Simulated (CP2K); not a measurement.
**Si2NH6Cl (SMILES N[SiH]([SiH3])Cl) at revPBE-D3(BJ)/TZV2P-MOLOPT-PBE-GTH (core potential)**

Aim: the energy change on altering one bond length of Si2NH6Cl at revPBE-D3(BJ)/TZV2P-MOLOPT-PBE-GTH (core potential), from 2 runs. 

The calculation is run with CP2K 2026.2.

### Step 1. The structure to begin with

The species is Si2NH6Cl (10 atoms), meant as a singlet with charge 0. SMILES: `N[SiH]([SiH3])Cl`. The shape is that of a PBE0-D4/def2-TZVP optimisation. This is one conformer, not always the lowest.

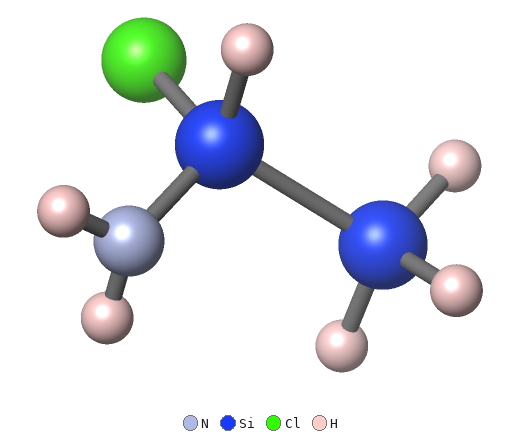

The structure, seen from a chosen angle (nitrogen light blue, silicon blue, chlorine green, hydrogen pink).

### Step 2. A single-point energy at revPBE-D3(BJ)/TZV2P-MOLOPT-PBE-GTH (core potential)

The input, mol.inp:

```
&GLOBAL
 PROJECT_NAME mol
 RUN_TYPE ENERGY
 PRINT_LEVEL MEDIUM
&END GLOBAL

&FORCE_EVAL
 METHOD QS
 &DFT
  BASIS_SET_FILE_NAME BASIS_MOLOPT_UZH
  POTENTIAL_FILE_NAME POTENTIAL_UZH
  CHARGE 0
  MULTIPLICITY 1
  &QS
   METHOD GPW
   EPS_DEFAULT 1.0E-10
  &END QS
  &MGRID
   CUTOFF 400
   REL_CUTOFF 50
   NGRIDS 4
  &END MGRID
  &POISSON
   PERIODIC NONE
   POISSON_SOLVER MULTIPOLE
  &END POISSON
  &SCF
   SCF_GUESS ATOMIC
   EPS_SCF 1.0E-06
   MAX_SCF 40
   &OT ON
    MINIMIZER DIIS
    PRECONDITIONER FULL_SINGLE_INVERSE
   &END OT
   &OUTER_SCF
    EPS_SCF 1.0E-06
    MAX_SCF 5
   &END OUTER_SCF
  &END SCF
  &XC
   &XC_FUNCTIONAL
    &PBE
     PARAMETRIZATION REVPBE
    &END PBE
   &END XC_FUNCTIONAL
   &VDW_POTENTIAL
    POTENTIAL_TYPE PAIR_POTENTIAL
    &PAIR_POTENTIAL
     TYPE DFTD3(BJ)
     PARAMETER_FILE_NAME dftd3.dat
     REFERENCE_FUNCTIONAL revPBE
     R_CUTOFF 15
    &END PAIR_POTENTIAL
   &END VDW_POTENTIAL
  &END XC
  &PRINT
   &MOMENTS
    PERIODIC F
    REFERENCE COM
    MAX_MOMENT 1
   &END MOMENTS
   &MO_CUBES
    NLUMO 3
    NHOMO -1
    WRITE_CUBE F
   &END MO_CUBES
   &HIRSHFELD OFF
   &END HIRSHFELD
  &END PRINT
 &END DFT
 &SUBSYS
  &CELL
   ABC [angstrom] 10.6 11.8 11.1
   PERIODIC NONE
  &END CELL
  &COORD
   N     -0.500400     1.640400    -0.476600
   Si    -0.088700     0.024400    -0.834700
   Si     0.678000    -1.030800     1.103600
   Cl    -1.669600    -1.135800    -1.538400
   H     -1.066800     1.857300     0.327900
   H     -0.657600     2.302300    -1.220500
   H      0.889100     0.060000    -1.948200
   H      0.872200    -2.482600     0.855100
   H     -0.336100    -0.853800     2.179500
   H      1.962900    -0.432600     1.555400
  &END COORD
  &TOPOLOGY
   &CENTER_COORDINATES
   &END CENTER_COORDINATES
  &END TOPOLOGY
  &KIND N
   BASIS_SET TZV2P-MOLOPT-PBE-GTH-q5
   POTENTIAL GTH-PBE-q5
  &END KIND
  &KIND Si
   BASIS_SET TZV2P-MOLOPT-PBE-GTH-q4
   POTENTIAL GTH-PBE-q4
  &END KIND
  &KIND Cl
   BASIS_SET TZV2P-MOLOPT-PBE-GTH-q7
   POTENTIAL GTH-PBE-q7
  &END KIND
  &KIND H
   BASIS_SET TZV2P-MOLOPT-PBE-GTH-q1
   POTENTIAL GTH-PBE-q1
  &END KIND
 &END SUBSYS
&END FORCE_EVAL
```

On the command line:

```
$ OMP_NUM_THREADS=1 cp2k.psmp mol.inp > mol.out
```

The program printed, cut to the lines that bear on the results:

```text
CP2K| version string:                                       CP2K version 2026.2
[...]
 GLOBAL| Method name                                                        CP2K
[...]
 GLOBAL| Run type                                                         ENERGY
[...]
 DFT| Spin restricted Kohn-Sham (RKS) calculation                            RKS
 DFT| Multiplicity                                                             1
[...]
 DFT| Charge                                                                   0
[...]
 FUNCTIONAL| PBE:
[...]
 QS| Method:                                                                 GPW
[...]
 QS| Density cutoff [a.u.]:                                                200.0
[...]
 QS| Relative density cutoff [a.u.]:                                        25.0
[...]
                             - Atoms:                                         10
[...]
                             - Spherical basis functions:                    200
[...]
 Number of electrons:                                                         26
[...]
     1 OT DIIS     0.80E-01    1.6     0.09599633       -34.2761224927 -3.43E+01
[...]
    27 OT DIIS     0.80E-01    1.8     0.00000097       -36.4768470712 -7.09E-10
  *** SCF run converged in    27 steps ***
[...]
  Overlap energy of the core charge distribution:               0.00000026506580
  Self energy of the core charge distribution:                -87.50380129951256
  Core Hamiltonian energy:                                     22.53761913716780
  Hartree energy:                                              38.60138141170394
  Exchange-correlation energy:                                -10.09047168040588
  Dispersion energy:                                           -0.02157490525304
  Total energy:                                               -36.47684707123396
[...]
                     Mulliken Population Analysis
 #  Atom  Element  Kind  Atomic population                           Net charge
       1     N        1          5.287545                             -0.287545
       2     Si       2          3.447742                              0.552258
       3     Si       2          3.733406                              0.266594
       4     Cl       3          7.321230                             -0.321230
       5     H        4          0.930749                              0.069251
       6     H        4          0.929941                              0.070059
       7     H        4          1.092602                             -0.092602
       8     H        4          1.083046                             -0.083046
       9     H        4          1.088405                             -0.088405
      10     H        4          1.085334                             -0.085334
 # Total charge                             26.000000                  0.000000
[...]
  Dipole moment [Debye]
    X=  0.1960091E+00 Y=  0.1830732E+01 Z=  0.5498322E+00  Total=      1.9215401
[...]
 HOMO - LUMO gap [eV] :    5.582330
 ENERGY| Total FORCE_EVAL ( QS ) energy [hartree]            -36.476847071233962
[...]
```

It took 49 s on 1 thread of Arm Neoverse V2, shared host; peak memory 1 GiB.

### Step 3. The distorted shape, same level

The input, molecule.inp:

```
&GLOBAL
  PROJECT_NAME molecule
  RUN_TYPE ENERGY
  PRINT_LEVEL MEDIUM
&END GLOBAL
&FORCE_EVAL
  METHOD Quickstep
  &DFT
    BASIS_SET_FILE_NAME BASIS_MOLOPT_UZH
    POTENTIAL_FILE_NAME POTENTIAL_UZH
    &QS
      METHOD GPW
      EPS_DEFAULT 1.0E-10
    &END QS
    &MGRID
      CUTOFF 400
      REL_CUTOFF 50
      NGRIDS 4
    &END MGRID
    &POISSON
      PERIODIC NONE
      POISSON_SOLVER MULTIPOLE
    &END POISSON
    &SCF
      SCF_GUESS ATOMIC
      EPS_SCF 1.0E-06
      MAX_SCF 30
      &OT
        MINIMIZER DIIS
        PRECONDITIONER FULL_ALL
      &END OT
      &OUTER_SCF
        EPS_SCF 1.0E-06
        MAX_SCF 5
      &END OUTER_SCF
    &END SCF
    &XC
      &XC_FUNCTIONAL
        &PBE
          PARAMETRIZATION REVPBE
        &END PBE
      &END XC_FUNCTIONAL
      &VDW_POTENTIAL
        POTENTIAL_TYPE PAIR_POTENTIAL
        &PAIR_POTENTIAL
          TYPE DFTD3(BJ)
          PARAMETER_FILE_NAME dftd3.dat
          REFERENCE_FUNCTIONAL revPBE
          R_CUTOFF 15
        &END PAIR_POTENTIAL
      &END VDW_POTENTIAL
    &END XC
    &PRINT
      &MOMENTS
        PERIODIC F
        REFERENCE COM
        MAX_MOMENT 1
      &END MOMENTS
      &MO_CUBES
        NLUMO 1
        NHOMO -1
        WRITE_CUBE F
      &END MO_CUBES
      &HIRSHFELD OFF
      &END HIRSHFELD
    &END PRINT
  &END DFT
  &SUBSYS
    &CELL
      ABC 10.6 12.5 11.1
      PERIODIC NONE
    &END CELL
    &COORD
      N      4.652950     8.343504     4.957750
      Si     5.064650     6.727504     4.599650
      Si     5.831350     5.672304     6.537950
      Cl     3.483750     5.567304     3.895950
      H      4.086550     8.560404     5.762250
      H      4.495750     9.005404     4.213850
      H      6.042450     6.763104     3.486150
      H      6.122651     3.494596     6.165199
      H      4.817250     5.849304     7.613850
      H      7.116250     6.270504     6.989750
    &END COORD
    &KIND N
      BASIS_SET TZV2P-MOLOPT-PBE-GTH-q5
      POTENTIAL GTH-PBE-q5
    &END KIND
    &KIND Si
      BASIS_SET TZV2P-MOLOPT-PBE-GTH-q4
      POTENTIAL GTH-PBE-q4
    &END KIND
    &KIND Cl
      BASIS_SET TZV2P-MOLOPT-PBE-GTH-q7
      POTENTIAL GTH-PBE-q7
    &END KIND
    &KIND H
      BASIS_SET TZV2P-MOLOPT-PBE-GTH-q1
      POTENTIAL GTH-PBE-q1
    &END KIND
  &END SUBSYS
&END FORCE_EVAL
```

On the command line:

```
$ OMP_NUM_THREADS=1 cp2k.psmp molecule.inp > molecule.out
```

The program printed, cut to the lines that bear on the results:

```text
CP2K| version string:                                       CP2K version 2026.2
[...]
 GLOBAL| Method name                                                        CP2K
[...]
 GLOBAL| Run type                                                         ENERGY
[...]
 DFT| Spin restricted Kohn-Sham (RKS) calculation                            RKS
 DFT| Multiplicity                                                             1
[...]
 DFT| Charge                                                                   0
[...]
 FUNCTIONAL| PBE:
[...]
 QS| Method:                                                                 GPW
[...]
 QS| Density cutoff [a.u.]:                                                200.0
[...]
 QS| Relative density cutoff [a.u.]:                                        25.0
[...]
                             - Atoms:                                         10
[...]
                             - Spherical basis functions:                    200
[...]
 Number of electrons:                                                         26
[...]
     1 OT DIIS     0.15E+00    1.8     0.12229521       -34.0670740402 -3.41E+01
[...]
     1 OT DIIS     0.15E+00    3.8     0.00000087       -36.4110793980 -1.91E-10
  *** SCF run converged in     1 steps ***
[...]
  Overlap energy of the core charge distribution:               0.00000025594876
  Self energy of the core charge distribution:                -87.50380129951256
  Core Hamiltonian energy:                                     22.31535297291114
  Hartree energy:                                              38.78294655126793
  Exchange-correlation energy:                                 -9.98219623866548
  Dispersion energy:                                           -0.02338163990961
  Total energy:                                               -36.41107939795982
[...]
  Dipole moment [Debye]
    X= -0.4926651E-01 Y=  0.2844713E+01 Z=  0.5430350E+00  Total=      2.8964992
[...]
 HOMO - LUMO gap [eV] :    4.083235
 ENERGY| Total FORCE_EVAL ( QS ) energy [hartree]            -36.411079397959817
[...]
```

It took 61 s on 1 thread of Arm Neoverse V2, shared host; peak memory 1.1 GiB.

### Step 4. What came out

Level: revPBE-D3(BJ)/TZV2P-MOLOPT-PBE-GTH (core potential).

| quantity | value |
| --- | --- |
| first shape: total energy | -36.47685 Eh |
| first shape: dipole moment | 1.92 D |
| first shape: HOMO energy | -6.53 eV |
| first shape: LUMO energy | -0.95 eV |
| first shape: HOMO–LUMO gap | 5.58 eV |
| first shape: dispersion energy | -56.64 kJ/mol |
| distorted shape: total energy | -36.41108 Eh |
| distorted shape: dipole moment | 2.90 D |
| distorted shape: HOMO energy | -6.60 eV |
| distorted shape: LUMO energy | -2.51 eV |
| distorted shape: HOMO–LUMO gap | 4.08 eV |
| distorted shape: dispersion energy | -61.39 kJ/mol |
| energy change with the Si3–H8 bond stretched from 1.486 to 2.228 Å | 1.790 eV |

**Reading.** With the Si3–H8 bond stretched from 1.486 to 2.228 Å the energy rises by 1.79 eV (173 kJ/mol). The first shape isn't relaxed at this level, so the change isn't measured from a minimum.
